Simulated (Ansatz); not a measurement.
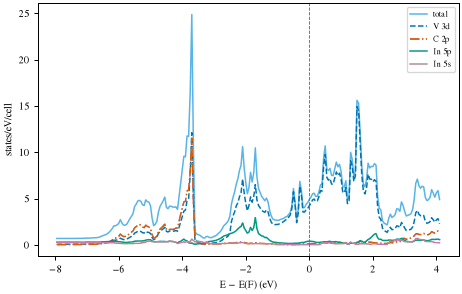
*Total and projected density of states of V2InC in space group P6_3/mmc (No. 194; V on 4f, In on 2d, C on 2a), PBEsol in the plane-wave PAW code Ansatz*

Which orbitals carry the states next to the Fermi level?

Within 0.5 eV of the Fermi level: V 3d 90 %, In 5p 5 %. Projections are on Löwdin-orthogonalised atomic valence shells; empty p or d shells of many metals are not among them.

Where is the tallest occupied peak in this window, and what makes it?

Near -3.7 eV, about 25 states/eV per cell; the largest projected share is V 3d.

The workflow started from a Materials Project entry (that database holds measured and hypothetical structures alike); the Crystallography Open Database copy checked does not list it. Its standing as an ambient phase is unchecked. The PBEsol relaxation kept the symmetry of its start; of distortions, only those at the zone centre were tested. The run is not spin-polarised. Scalar-relativistic: spin–orbit coupling is off unless named, which matters more the heavier the elements.

Potentials: the later of the program's two PAW sets.
